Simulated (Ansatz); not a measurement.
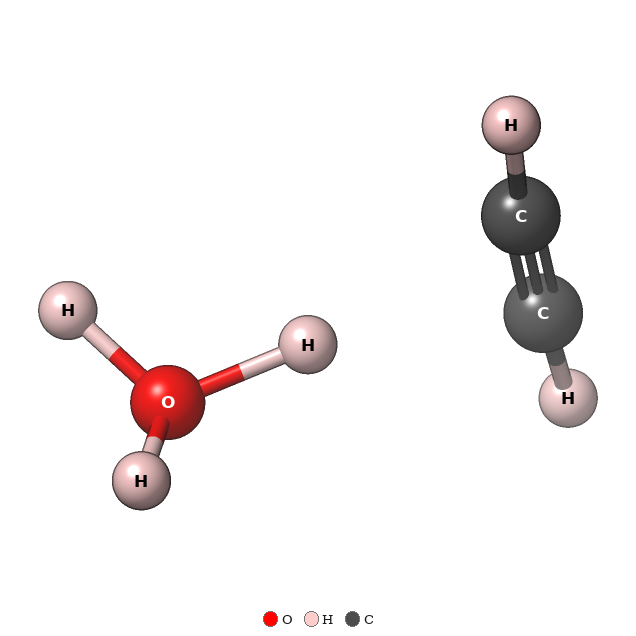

Distant atoms are faded towards the background colour. The species has charge +1 and is a spin singlet. Computed geometry: PBE0-D4/def2-TZVP optimisation.

Q: List the symmetry elements and name the point group.

A: It has 1 mirror plane, so the point group is Cs. The group has 2 operations. The geometry is achiral, and symmetry allows a dipole moment.
